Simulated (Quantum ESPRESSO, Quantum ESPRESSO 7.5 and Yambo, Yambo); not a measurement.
# CdSe (F-43m): G0W0 on several meshes in Yambo

How does the mesh move the gap of CdSe (F-43m)?

Calculated with Quantum ESPRESSO 7.5 and Yambo 5.3.0; PBE and many-body steps on it, plane waves.

## Step 1: The structure

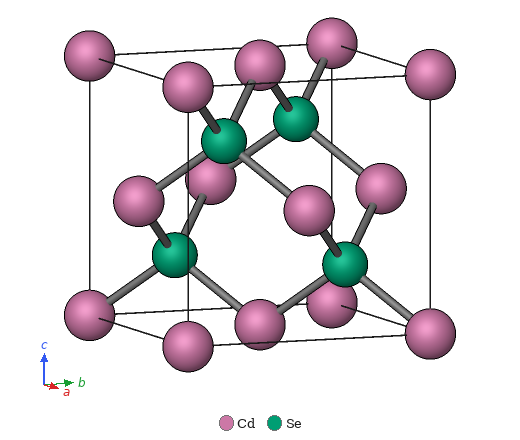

The cell as given, slightly off an axis (cadmium pink, selenium teal). This picture shows the conventional cell, with its axes. Bonds to atoms that aren't drawn are left out. Some periodic images of atoms are drawn too.

The lattice is a measured one from papers, the positions are the Materials Project's; both are kept fixed.

## Step 2: Empty states on the mesh, 4×4×4 mesh, 377 bands

This step: Quantum ESPRESSO 7.5; DFT, PBE, plane waves, norm-conserving pseudopotentials.

The sums over transitions need many empty states on a uniform mesh; this step solves for them.

pw.in

```
&control
  calculation = 'nscf'
  prefix = 'x'
  outdir = 'o'
  pseudo_dir = 'pseudo'
/
&system
  ibrav = 0
  nat = 2
  ntyp = 2
  ecutwfc = 104.0
  nbnd = 377
  force_symmorphic = .true.
/
&electrons
  conv_thr = 1e-9
  electron_maxstep = 80
  diago_full_acc = .true.
  diago_thr_init = 5e-6
/
ATOMIC_SPECIES
  Cd 112.41 Cd.upf
  Se 78.971 Se.upf
CELL_PARAMETERS angstrom
  -0.0000000000 3.0250000000 3.0250000000
  3.0250000000 0.0000000000 3.0250000000
  3.0250000000 3.0250000000 -0.0000000000
ATOMIC_POSITIONS crystal
  Cd 0.0000000000 0.0000000000 0.0000000000
  Se 0.7500000000 0.7500000000 0.7500000000
K_POINTS automatic
  4 4 4 0 0 0
```

Launch:

```sh
> OMP_NUM_THREADS=1 mpirun -n 4 pw.x -nk 4 -in pw.in > pw.out
```

What it wrote:

```text
Program PWSCF v.7.5 starts

     This program is part of the open-source Quantum ESPRESSO suite
     for quantum simulation of materials; please cite
         "P. Giannozzi et al., J. Phys.:Condens. Matter 21 395502 (2009);
         "P. Giannozzi et al., J. Phys.:Condens. Matter 29 465901 (2017);
         "P. Giannozzi et al., J. Chem. Phys. 152 154105 (2020);
     in publications or presentations arising from this work. More details at

     Atomic positions and unit cell read from directory:
     o/x.save/

     Message from routine setup:
[...]
-198.7240-138.2021-138.2021-138.2021 -93.3810 -54.4433 -54.4431 -54.4431
[...]
59.1124  59.2374  60.0945  60.0945  61.0949  61.0949  61.8136  61.8683
     [... 36 further rows ...]
   195.0882 196.2263 196.2263 196.3015 196.3382 198.6511 198.6511 199.0444
   200.1688

          k = 0.3536 0.0000 0.0000 (  6715 PWs)   bands (ev):

     [... further k-points ...]

     highest occupied, lowest unoccupied level (ev):     8.3376    8.9804

     XML data file, pseudopotentials, collected wavefunctions

=------------------------------------------------------------------------------=
   JOB DONE.
=------------------------------------------------------------------------------=
```

The job ended after 50 s (4 MPI ranks of Intel Xeon 6975P-C (Granite Rapids), shared host; peak memory 1.1 GiB; 2.9 min of CPU time).

Numbers from this step:

```
gap                                                           : 0.6428 eV
k of the valence top                                          : 0, 0, 0
k of the conduction bottom                                    : 0, 0, 0
least direct gap                                              : 0.6428 eV
k points computed                                             : 8
lowest point of the top converged band, above the valence top : 189.6279 eV
```

On this mesh the gap is 0.643 eV.

The density comes from a self-consistent run that is not shown.

## Step 3: Conversion and set-up

This step: Yambo 5.3.0; conversion and set-up on PBE, plane waves, norm-conserving pseudopotentials.

The states are converted to the many-body program's format and the q mesh is built.

Launch:

```sh
> (cd o/x.save; p2y > p2y.log; mv SAVE ../..); yambo > setup.log
```

What it wrote:

```text
 Yambo, version 5.3.0

 [02] CORE Variables Setup
 =========================

  [02.01] Unit cells
  ==================

  Cell kind             :  FCC
  Atoms in the cell     :  Cd  Se
  number of Cd atoms    :  1
  number of Se atoms    :  1

  List of atomic masses
  Mass of Cd    :  112.4100
  Mass of Se    :  78.97100

  List of atomic coordinates    : [cc]
  Cd1       :  0.000000  0.000000  0.000000  order 1
  Se1       :  8.574632  8.574632  8.574632  order 2

  Alat factors          :  5.716422  5.716422  5.716422 [a.u.]
  Direct lattice volume :  373.5964 [a.u.]
[...]
==========================================

 IBZ Q-points                                      :   8
 BZ  Q-points                                      :   64

 K/Q-points units:
 rlu = crystal or reduced units; cc = cartesian coordinates; iku = interal k-units

 Q [1]          [rlu]:  0.000000  0.000000  0.000000
 Q [2]          [rlu]: -0.89146E-17 -0.89146E-17  0.25000
 Q [3]          [rlu]:  0.17829E-16  0.17829E-16 -0.50000
[...]
Q [7]          [rlu]: -0.15517E-16 -0.50000     -0.50000
 Q [8]          [rlu]:  0.250000 -0.500000 -0.250000

  [03.01] X indexes
  =================

   [03.01.01] Sigma indexes
   ========================

 [06] Game Over & Game summary
```

Run time: 3.9 s. Hardware: 1 MPI rank; peak memory 0.26 GiB.

## Step 4: 4×4×4

Now the one-shot GW correction: screening in the RPA, then the self-energy of the levels asked for.

This step: G0W0 on PBE, plane waves, norm-conserving pseudopotentials.

gw2.in

```
HF_and_locXC
gw0
dyson
ppa
em1d
rim_cut
RandQpts= 1000000
RandGvec= 1 RL
EXXRLvcs= 104 Ry
VXCRLvcs= 416 Ry
Chimod= "HARTREE"
% BndsRnXp
 1 | 167 |
%
NGsBlkXp= 15.5 Ry
% LongDrXp
 1 | 1 | 1 |
%
% GbndRnge
 1 | 167 |
%
DysSolver= "n"
ExtendOut
PPAPntXp= 27.21138 eV
% QPkrange
 1 | 1 | 21 | 24 |
%
```

Launch:

```sh
> OMP_NUM_THREADS=1 mpirun -n 4 yambo -F gw2.in -J gw2 -C gw2 > gw2.log
```

What it wrote:

```text
 Yambo, version 5.3.0

 [02] CORE Variables Setup
 =========================

  [... cell, symmetries and grids as in the set-up ...]

  [02.05] Energies & Occupations
  ==============================

  [X] === General ===
  [X] Electronic Temperature                        :  0.000000  0.000000 [eV K]
  [X] Bosonic    Temperature                        :  0.000000  0.000000 [eV K]
  [X] Finite Temperature mode                       : no
  [X] El. density                                   :  0.79478E+24 [cm-3]
  [X] Fermi Level                                   :  8.337628 [eV]

  [X] === Gaps and Widths ===
  [X] Conduction Band Min                           :  0.642755 [eV]
  [X] Valence Band Max                              :  0.000000 [eV]
  [X] Filled Bands                                  :  22
  [X] Empty Bands                                   :    23   377
  [X] Direct Gap                                    :  0.642755 [eV]
  [X] Direct Gap localized at k                     :  1
  [X] Indirect Gap                                  :  0.642755 [eV]
  [X] Indirect Gap between kpts                     :  1  1
  [X] Last valence band width                       :  2.274404 [eV]
  [X] 1st conduction band width                     :  4.462916 [eV]

 [03] Transferred momenta grid and indexing
 ==========================================

 IBZ Q-points                                      :   8
 BZ  Q-points                                      :   64

 K/Q-points units:
 rlu = crystal or reduced units; cc = cartesian coordinates; iku = interal k-units

 Q [1]          [rlu]:  0.000000  0.000000  0.000000
 Q [2]          [rlu]: -0.89146E-17 -0.89146E-17  0.25000
 Q [3]          [rlu]:  0.17829E-16  0.17829E-16 -0.50000
 Q [4]          [rlu]:  0.77583E-17  0.25000      0.25000
 Q [5]          [rlu]:  0.88264E-17  0.25000      0.50000
 Q [6]          [rlu]:  0.17829E-16  0.25000     -0.25000
 Q [7]          [rlu]: -0.15517E-16 -0.50000     -0.50000
 Q [8]          [rlu]:  0.250000 -0.500000 -0.250000

 [04] Coloumb potential Random Integration (RIM)
 ===============================================

  [04.01] RIM initialization
  ==========================

  * Diagonal components only detected *

  8 x (sBL volume)        :  0.082994 [a.u.]
  sBZ random points       :  1000000
  Points outside the sBZ  :   7999624
  RL volume               :  0.663952 [a.u.]
  Integrated volume       :  0.663983 [a.u.]

  [04.02] RIM integrals
  =====================

  Gamma point sphere radius             :  0.079122 [a.u.]
  Points outside the sphere             :   799635
  [Int_sBZ(q=0) 1/q^2]*(Vol_sBZ)^(-1/3) =:  7.763403
                                 should be <:  7.795600

  Summary of Coulomb integrals for non-metallic bands |Q|[au] RIM/Bare

  Q [1] 0.100000E-4 0.995870 * Q [2] 0.237972 1.064105
  Q [4] 0.274787 1.063960 * Q [6] 0.388607 1.026025
  Q [5] 0.455682 1.019091 * Q [3] 0.475944 1.016476
  Q [7] 0.549573 1.013019 * Q [8] 0.614442 1.009952

 [05] Dipoles
 ============

  [05.01] Setup: observables and procedures
  =========================================

 [06] Dynamic Dielectric Matrix (PPA)
 ====================================

 [WR./gw2//ndb.pp]---------------------------------------------------------------
  Brillouin Zone Q/K grids (IBZ/BZ)                :    8   64    8   64
  RL vectors                                       :   7799 [WF]
  Coulomb cutoff potential                         : none
  Electronic Temperature                           :  0.000000 [K]
  Bosonic    Temperature                           :  0.000000 [K]
  PPA    diel. fun.  energies                      : Perdew, Burke & Ernzerhof(X)+Perdew, Burke & Ernzerhof(C)
  wavefunctions                                    : Perdew, Burke & Ernzerhof(X)+Perdew, Burke & Ernzerhof(C)
  Global Gauge                                     : length
  X matrix size                                    :   459
  X band range                                     :    1  167
  X e/h energy range                               : -1.000000 -1.000000 [eV]
  X Time ordering                                  : R
  X Hxc Kernel                                     : HARTREE
  X Drude frequency                                :  0.000000  0.000000
  X poles                                          :  100.0000 [o/o]
  RL vectors in the sum                            :   7799
  [r,Vnl] included                                 : yes
  Field direction                                  :  0.577350E-5  0.577350E-5  0.577350E-5
  BZ energy Double Grid                            : no
  BZ energy DbGd points                            : 0
  BZ Q point size factor                           : -1.000000
  X Optical Averaged directions                    : none

 [07] Local Exchange-Correlation + Non-Local Fock
 ================================================

 [VXC] Plane waves :   53497
 [EXS] Plane waves :   6855

 QP @ state[ 1 ] K range:  1  1
 QP @ state[ 1 ] b range:  21  24

 [xc] Functional : Perdew, Burke & Ernzerhof(X)+Perdew, Burke & Ernzerhof(C)
 [xc] LIBXC used to calculate xc functional
  PP Number of Atomic Species                      :  2
  NLCC RL compoments                               :   53497
  PP Number of Atomic Species                      :  2
  NLCC RL compoments                               :   53497

 [xc] E_xc :  -40.58500 [Ha]
      E_xc :  -81.17000 [Ry]

  Local XC kind (lXC) : Perdew, Burke & Ernzerhof(X)+Perdew, Burke & Ernzerhof(C)
  Non-Local XC kind (nlXC) : Hartree-Fock

  Corrections @ K [1] :  [eV]
 <21|nlXC|21> = -18.56249  0.63260E-17 <21|lXC|21> = -16.08531  0.000000
 <22|nlXC|22> = -18.56249 -0.13829E-16 <22|lXC|22> = -16.08531  0.000000
 <23|nlXC|23> = -8.137804  0.35671E-17 <23|lXC|23> = -11.74024  0.000000
 <24|nlXC|24> = -5.919469 -0.17642E-18 <24|lXC|24> = -10.49393  0.000000

 [08] Dyson equation: Newton solver
 ==================================

  [08.01] G0W0 (W PPA)
  ====================

  [  GW  ] Bands range     :    1  167
  [GW/PPA] G damping       :  0.100000 [eV]

  QP @ state[ 1 ] K range:  1  1
  QP @ state[ 1 ] b range:  21  24

   Sc/G bands                                       :    1  167
   Sc/G damping                                     :  0.100000 ev
   Sc bands terminator                              : no
   Sx RL components                                 :   6855

   QP @ state[ 1 ] K range                          :  1  1
   QP @ state[ 1 ] b range                          :  21  24
   GF energies kind                                 : Perdew, Burke & Ernzerhof(X)+Perdew, Burke & Ernzerhof(C)
   GF WF`s kind                                     : Perdew, Burke & Ernzerhof(X)+Perdew, Burke & Ernzerhof(C)
   Xs energies kind                                 : Perdew, Burke & Ernzerhof(X)+Perdew, Burke & Ernzerhof(C)
   Xs WF`s kind                                     : Perdew, Burke & Ernzerhof(X)+Perdew, Burke & Ernzerhof(C)

 [11] Game Over & Game summary
```

Wall time 7.9 min (4 MPI ranks); peak memory 2.4 GiB.

Numbers from this step:

```
G0W0 gap on the points computed              : 1.306 eV
starting gap on the mesh                     : 0.6428 eV
k of the valence top                         : 0, 0, 0
k of the conduction bottom                   : 0, 0, 0
least direct G0W0 gap on the computed points : 1.306 eV
Z at the valence top                         : 0.7938
Z at the conduction bottom                   : 0.8145
```

The gap on the mesh goes from 0.64 eV to 1.31 eV, a correction of +0.66 eV.

## Step 5: Empty states on the mesh, 2×2×2 mesh, 167 bands

This step: Quantum ESPRESSO 7.5; DFT, PBE, plane waves, norm-conserving pseudopotentials.

pw.in, as its differences from that of step 2:

```diff
@@ -11,3 +11,3 @@
   ecutwfc = 104.0
-  nbnd = 377
+  nbnd = 167
   force_symmorphic = .true.
@@ -31,2 +31,2 @@
 K_POINTS automatic
-  4 4 4 0 0 0
+  2 2 2 0 0 0
```

Launch:

```sh
> OMP_NUM_THREADS=1 mpirun -n 4 pw.x -nk 4 -in pw.in > pw.out
```

What it wrote:

```text
[banner, memory and clock lines left out]
Program PWSCF v.7.5 starts

     Atomic positions and unit cell read from directory:
     o/x.save/

     Message from routine setup:
     using ibrav=0 with symmetry is DISCOURAGED, use correct ibrav instead

     Message from routine divide_et_impera:
     suboptimal parallelization: some nodes have no k-points

     G-vector sticks info

     bravais-lattice index     =            0
     lattice parameter (alat)  =       8.0842  a.u.
     unit-cell volume          =     373.5964 (a.u.)^3
     number of atoms/cell      =            2
[...]
[... 9 further rows ...]
[...]
108.5402 108.9155 109.0823 109.0823 110.8188 110.8188 111.0674

          k =-0.7071 0.0000 0.0000 (  6710 PWs)   bands (ev):

  -198.7240-138.2021-138.2021-138.2021 -93.3810 -54.4433 -54.4432 -54.4432
[...]
58.7298  58.9772  59.4593  60.8265  60.8265  62.1953  62.2016  62.2016
     [... 9 further rows ...]
   105.8149 105.8816 105.8816 107.0621 107.0621 107.8701 107.8701 108.8420
   108.8420 108.8596 109.0348 109.0350 109.0440 109.8667 111.6990

     highest occupied, lowest unoccupied level (ev):     8.3376    8.9804

     XML data file, pseudopotentials, collected wavefunctions
```

Wall time 8.6 s (4 MPI ranks); peak memory 0.54 GiB; 30 s of CPU time.

Numbers from this step:

```
gap                                                           : 0.6428 eV
k of the valence top                                          : 0, 0, 0
k of the conduction bottom                                    : 0, 0, 0
least direct gap                                              : 0.6428 eV
k points computed                                             : 3
lowest point of the top converged band, above the valence top : 101.6866 eV
```

On this mesh the gap is 0.643 eV.

[end of part 1 of 2]

[Paths, hosts, dates, memory and timing lines, banners, echoed tables and standing remarks are left out of the program output.]

[Logs are printed without paths, hosts, clocks, repeated set-up lines and the standing remarks that a program may print on its own settings, such as how far it seeks lower states.]

[Runs of the session that timed out or met a known fault of the program may be left out.]

[Hosts, paths, dates, database ids (printed as entryN), source tags and the programs' standing remarks are cut or masked in the printed files.]
